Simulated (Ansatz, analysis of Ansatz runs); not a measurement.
# Reproducing a measured migration barrier: interstitial O in bcc Nb, hop from an octahedral to the next octahedral site, part 2 of 2

How near does this set-up come to the measured migration barrier? Subject: interstitial O in bcc Nb, hop from an octahedral to the next octahedral site. Set-up: LDA, 32-site cell, LDA lattice, 420 eV, k: 4x4x4 Gamma-centred. The model is a cell of 32 host atoms with 1 O put in. The barrier is the energy of the highest image of a climbing band over the relaxed site that the atom leaves. A local or semilocal functional is the cheapest first rung.

Ansatz 0.2.0; LDA, 32-site cell, LDA lattice, 420 eV, k: 4x4x4 Gamma-centred.

So far: The starting structure; Relaxation, charge 0.

## (3) Nudged elastic band

A band of images joins the two ends; its highest image climbs to the saddle, whose energy over the site left is the barrier.

This step: plane-wave PAW DFT, LDA; nudged elastic band between two relaxed defect structures at fixed charge.

File neb/input.yaml:

```yaml
crystal:
  lattice:
    - [0.0, 6.49331439, 6.49331439]
    - [6.49331439, 0.0, 6.49331439]
    - [6.49331439, 6.49331439, 0.0]
  atoms:
    - { symbol: Nb, position: [-0.010611659, -0.010611659, 0.010611659] }
    - { symbol: Nb, position: [0.118908512, 0.118908512, 0.135423145] }
    - { symbol: Nb, position: [0.250201516, 0.250201516, 0.249798484] }
    - { symbol: Nb, position: [0.375, 0.375, 0.384739043] }
    - { symbol: Nb, position: [-0.000201516, -0.000201516, 0.500201516] }
    - { symbol: Nb, position: [0.118908512, 0.118908512, 0.626759832] }
    - { symbol: Nb, position: [0.218653126, 0.218653126, 0.781346874] }
    - { symbol: Nb, position: [0.375, 0.375, 0.865260957] }
    - { symbol: Nb, position: [0.001416492, 0.498541866, -0.001416492] }
    - { symbol: Nb, position: [0.133022927, 0.616977073, 0.125] }
    - { symbol: Nb, position: [0.251458134, 0.748583508, 0.251416492] }
    - { symbol: Nb, position: [0.376759832, 0.885423145, 0.368908512] }
    - { symbol: Nb, position: [0.001416492, 0.498541866, 0.501458134] }
    - { symbol: Nb, position: [0.134739043, 0.615260957, 0.625] }
    - { symbol: Nb, position: [0.251458134, 0.748583508, 0.748541866] }
    - { symbol: Nb, position: [0.373240168, 0.864576855, 0.881091488] }
    - { symbol: Nb, position: [0.498541866, 0.001416492, -0.001416492] }
    - { symbol: Nb, position: [0.616977073, 0.133022927, 0.125] }
    - { symbol: Nb, position: [0.748583508, 0.251458134, 0.251416492] }
    - { symbol: Nb, position: [0.885423145, 0.376759832, 0.368908512] }
    - { symbol: Nb, position: [0.498541866, 0.001416492, 0.501458134] }
    - { symbol: Nb, position: [0.615260957, 0.134739043, 0.625] }
    - { symbol: Nb, position: [0.748583508, 0.251458134, 0.748541866] }
    - { symbol: Nb, position: [0.864576855, 0.373240168, 0.881091488] }
    - { symbol: Nb, position: [0.499798484, 0.499798484, 0.000201516] }
    - { symbol: Nb, position: [0.631091488, 0.631091488, 0.114576855] }
    - { symbol: Nb, position: [0.760611659, 0.760611659, 0.239388341] }
    - { symbol: Nb, position: [0.875, 0.875, 0.383022927] }
    - { symbol: Nb, position: [0.531346874, 0.531346874, 0.468653126] }
    - { symbol: Nb, position: [0.631091488, 0.631091488, 0.623240168] }
    - { symbol: Nb, position: [0.750201516, 0.750201516, 0.749798484] }
    - { symbol: Nb, position: [0.875, 0.875, 0.866977073] }
    - { symbol: O, position: [0.375, 0.375, 0.625] }
basis:
  ecutwfc: 420
  xc_grid: 2
hamiltonian:
  xc: lda
kpoints:
  mp_grid: { grid: [4, 4, 4] }
scf:
  occupations: { method: methfessel_paxton, width: 0.1 }
  max_iter: 120
output:
  forces: true
neb:
  images: 3
  f_tol: 0.04
  climbing: true
  initial_path: idpp
  max_iterations: 45
  order_check: false
  final_atoms:
    - { symbol: Nb, position: [0.008720653, 0.001004801, -0.000977008] }
    - { symbol: Nb, position: [0.12589925, 0.125803285, 0.123821476] }
[... 1 atom line left out ...]
    - { symbol: Nb, position: [0.40704461, 0.344657924, 0.342676116] }
[... 2 atom lines left out ...]
    - { symbol: Nb, position: [0.250697734, 0.260743835, 0.739283958] }
    - { symbol: Nb, position: [0.37423961, 0.377462925, 0.872606519] }
[... 4 atom lines left out ...]
    - { symbol: Nb, position: [0.010436768, 0.501004801, 0.499022992] }
    - { symbol: Nb, position: [0.094350858, 0.657351677, 0.655369868] }
    - { symbol: Nb, position: [0.248937905, 0.757096291, 0.755114482] }
[... 1 atom line left out ...]
    - { symbol: Nb, position: [0.492674815, 0.001004801, -0.000977008] }
[... 1 atom line left out ...]
    - { symbol: Nb, position: [0.761120886, 0.24491331, 0.242931502] }
[... 1 atom line left out ...]
    - { symbol: Nb, position: [0.506789224, -0.009418351, 0.497263164] }
    - { symbol: Nb, position: [0.624281261, 0.127421274, 0.622564868] }
[... 6 atom lines left out ...]
    - { symbol: Nb, position: [0.490958699, 0.501004801, 0.499022992] }
[... 3 atom lines left out ...]
    - { symbol: O, position: [0.250697734, 0.501004801, 0.499022992] }
```

The run is started by

```
$ ansatz run input.yaml --threads 4 --pin off --max-ram 14131MiB --backend cpu --events-out ev --progress --plain --runs-dir out
```

Numbers of over 12 decimals in the logs are rounded to 6 here.

The program printed:

```text
[...]
Warning: neb: disabling space-group detection — the band's intermediate images generally break the endpoint symmetry, so no spatial operation reduces the k-mesh or symmetrises the density, except that a semilocal band can use its path's symmetry ahead of [...]
[...]
NEB image 0
Crystal: 33 atoms, lattice volume = 547.557 Å³
Basis set: ecut = 420 eV, 10777 PW (Γ), exchange–correlation on 128×128×128 points (8 copies of the dense FFT grid, shifted against one another)
Bands: 254, of which v1, the nominal top of the filled ones, is band 211 counted from 1 (210 counted from 0)
Symmetry: 1 space group operations
k-points: 36 of 64 (time reversal used)
[...]
SCF iter   1: F=—  HF=-142719.969540 eV  |F-HF|=—  |Δ(HF+E_count)|=         —  Δρ=9.21e-3  dr2=4.19e-1  ethr=1.77e-3  ⟨swp⟩=5.5  Hψ=35918  notcnv=0
[...]
SCF iter   7: F=-142719.891911 eV  HF=-142719.891911 eV  |F-HF|=5.44e-9  |Δ(HF+E_count)|=   1.16e-7  S|Δr|=    0.00e0  Δρ=1.36e-6  dr2=1.08e-8  ethr=2.37e-11  ⟨swp⟩=4.0  Hψ=27339  notcnv=0
SCF 1 converged in 7 iterations: F = -142719.891911 eV  dr2 = 1.08e-8
[...]
NSCF: frozen V_eff on 36 k-points
NEB image 4
SCF iter   1: F=—  HF=-142719.969443 eV  |F-HF|=—  |Δ(HF+E_count)|=         —  Δρ=9.21e-3  dr2=4.19e-1  ethr=1.77e-3  ⟨swp⟩=5.5  Hψ=35924  notcnv=0
[...]
SCF iter   7: F=-142719.891911 eV  HF=-142719.891911 eV  |F-HF|=5.41e-9  |Δ(HF+E_count)|=   1.16e-7  S|Δr|=    0.00e0  Δρ=1.36e-6  dr2=1.08e-8  ethr=2.37e-11  ⟨swp⟩=4.0  Hψ=27339  notcnv=0
SCF 2 converged in 7 iterations: F = -142719.891911 eV  dr2 = 1.08e-8
[...]
NEB end point (image 0): max|allowed force component| = 1.661e-3 eV/Å (the criterion of neb.relax_end_points is 1.000e-2)
NEB end point (image 4): max|allowed force component| = 1.661e-3 eV/Å (the criterion of neb.relax_end_points is 1.000e-2)
NEB image 1
SCF iter   1: F=—  HF=-142719.043912 eV  |F-HF|=—  |Δ(HF+E_count)|=         —  Δρ=9.43e-3  dr2=4.77e-1  ethr=1.77e-3  ⟨swp⟩=5.9  Hψ=35642  notcnv=0
[...]
SCF iter   7: F=-142718.959322 eV  HF=-142718.959322 eV  |F-HF|=9.52e-9  |Δ(HF+E_count)|=   1.27e-7  S|Δr|=    0.00e0  Δρ=1.66e-6  dr2=1.76e-8  ethr=2.37e-11  ⟨swp⟩=4.0  Hψ=27457  notcnv=0
SCF 3 converged in 7 iterations: F = -142718.959322 eV  dr2 = 1.76e-8
NEB image 2
SCF iter   1: F=—  HF=-142718.257395 eV  |F-HF|=—  |Δ(HF+E_count)|=         —  Δρ=9.61e-3  dr2=4.83e-1  ethr=1.77e-3  ⟨swp⟩=5.7  Hψ=35526  notcnv=0
[...]
SCF iter   7: F=-142718.169644 eV  HF=-142718.169644 eV  |F-HF|=3.23e-9  |Δ(HF+E_count)|=   5.37e-8  S|Δr|=    0.00e0  Δρ=1.26e-6  dr2=7.25e-9  ethr=2.37e-11  ⟨swp⟩=4.0  Hψ=26107  notcnv=0
SCF 4 converged in 7 iterations: F = -142718.169644 eV  dr2 = 7.25e-9
NEB image 3
SCF iter   1: F=—  HF=-142719.187535 eV  |F-HF|=—  |Δ(HF+E_count)|=         —  Δρ=9.37e-3  dr2=4.51e-1  ethr=1.77e-3  ⟨swp⟩=5.7  Hψ=35474  notcnv=0
[...]
SCF iter   7: F=-142719.105677 eV  HF=-142719.105677 eV  |F-HF|=7.45e-9  |Δ(HF+E_count)|=   1.12e-7  S|Δr|=    0.00e0  Δρ=1.52e-6  dr2=1.37e-8  ethr=2.37e-11  ⟨swp⟩=4.0  Hψ=27325  notcnv=0
SCF 5 converged in 7 iterations: F = -142719.105677 eV  dr2 = 1.37e-8
NEB iter   1: max|band force component| = 3.490e0 eV/Å  barrier→ = 1.7223 eV  barrier← = 1.7223 eV  Δτ_max = 0.1921 Å  (35 SCF iters)
NEB image 1
[...]
SCF iter   7: F=-142718.972858 eV  HF=-142718.972858 eV  |F-HF|=1.16e-8  |Δ(HF+E_count)|=   4.15e-8  S|Δr|=    0.00e0  Δρ=1.76e-6  dr2=2.07e-8  ethr=2.37e-11  ⟨swp⟩=4.0  Hψ=25457  notcnv=0
SCF 6 converged in 7 iterations: F = -142718.972858 eV  dr2 = 2.07e-8
NEB image 2
[...]
SCF iter   7: F=-142718.157976 eV  HF=-142718.157976 eV  |F-HF|=3.11e-8  |Δ(HF+E_count)|=   1.17e-7  S|Δr|=    0.00e0  Δρ=2.28e-6  dr2=4.55e-8  ethr=2.37e-11  ⟨swp⟩=4.0  Hψ=27413  notcnv=0
SCF 7 converged in 7 iterations: F = -142718.157976 eV  dr2 = 4.55e-8
NEB image 3
[...]
SCF iter   7: F=-142719.007243 eV  HF=-142719.007243 eV  |F-HF|=2.32e-8  |Δ(HF+E_count)|=   7.95e-8  S|Δr|=    0.00e0  Δρ=1.98e-6  dr2=3.46e-8  ethr=2.37e-11  ⟨swp⟩=4.0  Hψ=26596  notcnv=0
SCF 8 converged in 7 iterations: F = -142719.007243 eV  dr2 = 3.46e-8
NEB iter   2: max|band force component| = 1.137e0 eV/Å  barrier→ = 1.7339 eV  barrier← = 1.7339 eV  Δτ_max = 0.0909 Å  (21 SCF iters)
NEB image 1
[...]
SCF iter   7: F=-142719.236505 eV  HF=-142719.236505 eV  |F-HF|=1.04e-8  |Δ(HF+E_count)|=   3.67e-8  S|Δr|=    0.00e0  Δρ=1.36e-6  dr2=1.55e-8  ethr=2.37e-11  ⟨swp⟩=4.0  Hψ=25161  notcnv=0
SCF 9 converged in 7 iterations: F = -142719.236505 eV  dr2 = 1.55e-8
NEB image 2
[...]
SCF iter   7: F=-142718.542524 eV  HF=-142718.542524 eV  |F-HF|=2.19e-8  |Δ(HF+E_count)|=   8.99e-8  S|Δr|=    0.00e0  Δρ=1.90e-6  dr2=3.17e-8  ethr=2.37e-11  ⟨swp⟩=4.0  Hψ=27117  notcnv=0
SCF 10 converged in 7 iterations: F = -142718.542524 eV  dr2 = 3.17e-8
NEB image 3
[...]
SCF iter   7: F=-142719.256602 eV  HF=-142719.256602 eV  |F-HF|=1.08e-8  |Δ(HF+E_count)|=   3.68e-8  S|Δr|=    0.00e0  Δρ=1.31e-6  dr2=1.56e-8  ethr=2.37e-11  ⟨swp⟩=4.0  Hψ=24769  notcnv=0
SCF 11 converged in 7 iterations: F = -142719.256602 eV  dr2 = 1.56e-8
NEB iter   3: max|band force component| = 8.230e-1 eV/Å  barrier→ = 1.3494 eV  barrier← = 1.3494 eV  Δτ_max = 0.0332 Å  (21 SCF iters)
[...]
NEB iter   4: max|band force component| = 4.079e-1 eV/Å  barrier→ = 1.3188 eV  barrier← = 1.3188 eV  CI = image 2  Δτ_max = 0.0527 Å  (18 SCF iters)
[...]
NEB iter   5: max|band force component| = 7.434e-2 eV/Å  barrier→ = 1.3003 eV  barrier← = 1.3003 eV  CI = image 2  Δτ_max = 0.0183 Å  (18 SCF iters)
[...]
NEB iter   6: max|band force component| = 3.837e-2 eV/Å  barrier→ = 1.2971 eV  barrier← = 1.2971 eV  CI = image 2  Δτ_max = 0.0088 Å  (16 SCF iters)
[...]
NEB iter   7: max|band force component| = 6.051e-2 eV/Å  barrier→ = 1.2962 eV  barrier← = 1.2962 eV  CI = image 2  Δτ_max = 0.0149 Å  (5 SCF iters)
[...]
NEB iter   8: max|band force component| = 4.161e-2 eV/Å  barrier→ = 1.2960 eV  barrier← = 1.2960 eV  CI = image 2  Δτ_max = 0.0019 Å  (16 SCF iters)
NEB image 1
[...]
SCF iter   5: F=-142719.265315 eV  HF=-142719.265315 eV  |F-HF|=4.48e-9  |Δ(HF+E_count)|=   4.95e-9  S|Δr|=    0.00e0  Δρ=9.32e-7  dr2=5.10e-9  ethr=8.67e-12  ⟨swp⟩=2.0  Hψ=25245  notcnv=0
SCF 25 converged in 5 iterations: F = -142719.265315 eV  dr2 = 5.10e-9
NEB image 2
[...]
SCF iter   4: F=-142718.595970 eV  HF=-142718.595970 eV  |F-HF|=1.59e-8  |Δ(HF+E_count)|=   1.64e-7  S|Δr|=    0.00e0  Δρ=2.24e-6  dr2=2.54e-8  ethr=2.37e-11  ⟨swp⟩=4.0  Hψ=27576  notcnv=0
SCF 26 converged in 4 iterations: F = -142718.595970 eV  dr2 = 2.54e-8
NEB image 3
[...]
SCF iter   5: F=-142719.265203 eV  HF=-142719.265203 eV  |F-HF|=2.09e-8  |Δ(HF+E_count)|=   3.49e-8  S|Δr|=    0.00e0  Δρ=1.62e-6  dr2=2.44e-8  ethr=2.37e-11  ⟨swp⟩=4.0  Hψ=24899  notcnv=0
SCF 27 converged in 5 iterations: F = -142719.265203 eV  dr2 = 2.44e-8
NEB image 1
[...]
NEB image 3
[...]
NEB image 2
[...]
NEB iter   9: max|band force component| = 1.488e-2 eV/Å  barrier→ = 1.2959 eV  barrier← = 1.2959 eV  CI = image 2  Δτ_max = 0.0000 Å  (14 SCF iters)
SCF converged after 4 iterations
[...]
Free energy (F): -142718.595970 eV
[...]
Internal energy: -142718.598088 eV  (E = F + TS)
E sigma→0 (E₀):  -142718.596500 eV
Entropy (-TS):   0.002118 eV (0.064 meV/atom)
Fermi energy:    18.811678 eV
[...]
--- Forces (eV/Å), atoms counted from 1 ---
  atom   1  Nb    -0.00043273    -0.00064533    -0.00056242
  atom   2  Nb     0.00046590    -0.00085857     0.00174004
  [... 1 atom left out ...]
  atom   4  Nb    -0.00117925     0.00130367     0.00027911
  [... 2 atoms left out ...]
  atom   7  Nb    -0.00003388    -0.00144751     0.00065188
  atom   8  Nb    -0.00039676     0.00009475     0.00084263
  [... 4 atoms left out ...]
  atom  13  Nb     0.00024362     0.00038907    -0.00006867
  atom  14  Nb     0.00106030     0.00113642     0.00051611
  [... 4 atoms left out ...]
  atom  19  Nb    -0.00068623     0.00009734     0.00031551
  [... 1 atom left out ...]
  atom  21  Nb     0.00055192     0.00037695    -0.00038404
  atom  22  Nb     0.00050452     0.00001399     0.00091041
  [... 6 atoms left out ...]
  atom  29  Nb     0.00020429    -0.00100791    -0.00083243
  [... 3 atoms left out ...]
  atom  33  O     -0.00035596     0.00154153    -0.00188349
  max |Σ_I F_I| component: 1.71e-4 eV/Å
--- Band table (eV; the first three rows and the last of 36) ---
[...]
[... further k-points left out ...]
this run last wrote the band of iteration 9 to <dir>; this run last wrote the band within `neb.f_tol` of iteration 6 to <dir>
--- NEB band (5 images, 9 band iterations, 164 SCF iterations) ---
  forward barrier  = 1.295941 eV
  backward barrier = 1.295941 eV
  lagrangian_above_aufbau_ev (what the smearing adds, to first order; not taken off the barriers): saddle image -0.003143 eV, end points +0.007139 and +0.007139 eV
  climbing image's point = of an order that was not read
  energies are F+E_penalty+E_count in eV, relative to image 0
  image     s (Å)  Δ vs image 0  max|band force component| (eV/Å)
      0    0.0000      0.000000                                 —
      1    0.5089      0.626597                          8.065e-3
  *   2    1.0179      1.295941                          1.983e-3
      3    1.5269      0.626708                          1.488e-2
      4    2.0358     -0.000000                                 —
  climbing-image geometry (image 2):
  cell:  # Å, volume = 547.5569 Å³
    - [0.0, 6.49331439, 6.49331439]
    - [6.49331439, 0.0, 6.49331439]
    - [6.49331439, 6.49331439, 0.0]
  atoms:
    - { symbol: Nb, position: [-0.001799, -0.002156, 0.002189] }
    - { symbol: Nb, position: [0.122316, 0.121156, 0.131604] }
    - { symbol: Nb, position: [0.250608, 0.247450, 0.245205] }
    - { symbol: Nb, position: [0.386763, 0.364059, 0.356720] }
    - { symbol: Nb, position: [-0.003951, 0.007543, 0.499783] }
    - { symbol: Nb, position: [0.123525, 0.124973, 0.625644] }
    - { symbol: Nb, position: [0.238922, 0.232702, 0.767307] }
    - { symbol: Nb, position: [0.374134, 0.376682, 0.876852] }
    - { symbol: Nb, position: [-0.000190, 0.501657, 0.000762] }
    - { symbol: Nb, position: [0.127417, 0.623410, 0.125785] }
    - { symbol: Nb, position: [0.251546, 0.752798, 0.247207] }
    - { symbol: Nb, position: [0.376508, 0.876756, 0.372642] }
    - { symbol: Nb, position: [-0.002008, 0.499302, 0.500702] }
    - { symbol: Nb, position: [0.107520, 0.643296, 0.635969] }
    - { symbol: Nb, position: [0.249218, 0.751018, 0.751355] }
    - { symbol: Nb, position: [0.375062, 0.868401, 0.878851] }
    - { symbol: Nb, position: [0.498283, 0.001766, -0.001758] }
    - { symbol: Nb, position: [0.627539, 0.123381, 0.121808] }
    - { symbol: Nb, position: [0.751569, 0.248670, 0.249002] }
    - { symbol: Nb, position: [0.882421, 0.375741, 0.371472] }
    - { symbol: Nb, position: [0.502199, -0.000736, 0.498364] }
    - { symbol: Nb, position: [0.627668, 0.123147, 0.623331] }
    - { symbol: Nb, position: [0.749093, 0.252614, 0.747396] }
    - { symbol: Nb, position: [0.874133, 0.374375, 0.875035] }
    - { symbol: Nb, position: [0.503359, 0.500223, -0.007542] }
    - { symbol: Nb, position: [0.625896, 0.627380, 0.123249] }
    - { symbol: Nb, position: [0.753035, 0.752687, 0.247345] }
    - { symbol: Nb, position: [0.876596, 0.874233, 0.376617] }
    - { symbol: Nb, position: [0.518181, 0.511966, 0.488037] }
    - { symbol: Nb, position: [0.629622, 0.628532, 0.624263] }
    - { symbol: Nb, position: [0.743254, 0.754791, 0.752559] }
    - { symbol: Nb, position: [0.872705, 0.878215, 0.876644] }
    - { symbol: O, position: [0.312868, 0.438046, 0.561982] }
```

It took 87 min on 4 threads of Arm Neoverse V1, shared host; peak memory 10 GiB.

Images along the path:

| image | path (Å) | energy (eV) | O33: x, y, z (Å) |
| --- | --- | --- | --- |
| 0 | 0.000 | 0.0000 | 6.493, 6.493, 4.870 |
| 1 | 0.509 | 0.6266 | 6.493, 6.095, 4.873 |
| 2 | 1.018 | 1.2959 | 6.493, 5.681, 4.876 |
| 3 | 1.527 | 0.6267 | 6.494, 5.266, 4.879 |
| 4 | 2.036 | 0.0000 | 6.493, 4.868, 4.881 |

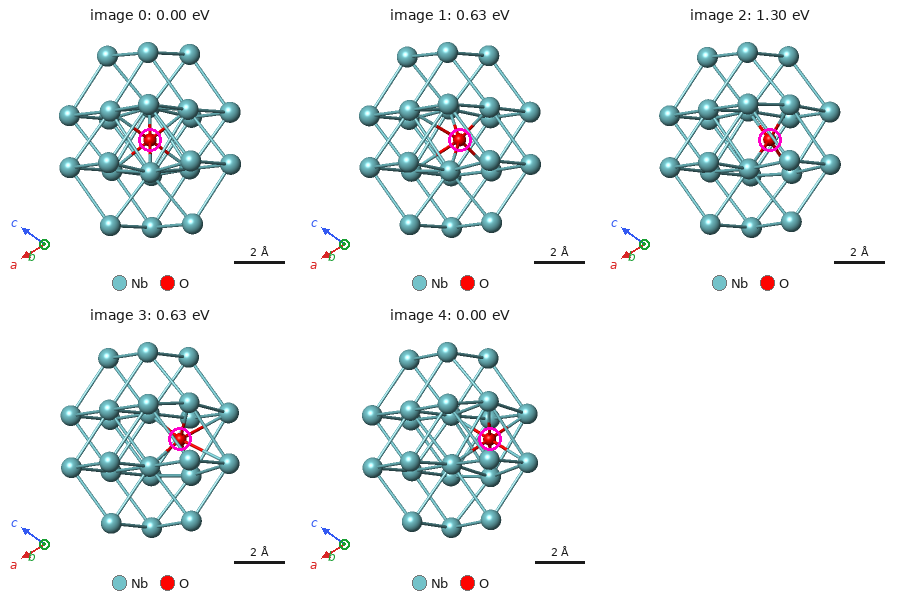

Images along the path; O33 is ringed.

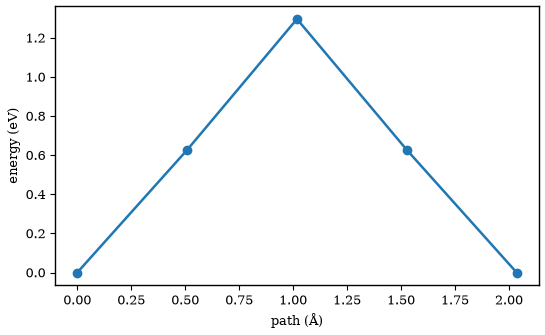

Energy along the path.

This step gave:

```
free energy      : -142718.5960 eV
smearing term TS : -0.002118 eV
barrier forward  : 1.296 eV
barrier backward : 1.296 eV
```

## (4) Outcome

| Item | Value |
| --- | --- |
| migration barrier (saddle less minimum) | 1.30 eV |
| energy difference of the two ends | 0.00 eV |
| length of the hop | 1.63 Å |
| time of the whole chain | 1.6 h on 4 threads |

In words: Migration barrier: computed 1.30 eV, measured 1.11 eV; 0.19 eV above the measurement. The measured number is an Arrhenius activation energy of long-range diffusion; for H it holds zero-point energy and, in bcc metals near room temperature, tunnelling. One hop between neighbouring sites is computed at the host's lattice.

[Logs are printed without paths, hosts, clocks, repeated set-up lines and the standing remarks that a program may print on its own settings, such as how far it seeks lower states.]

[Hosts, paths, dates, database ids (printed as entryN), source tags and the programs' standing remarks are cut or masked in the printed files.]

[For some hosts the program warned that the k-mesh of the response run may be too coarse for force constants and the static dielectric constant; such warnings are not shown here.]
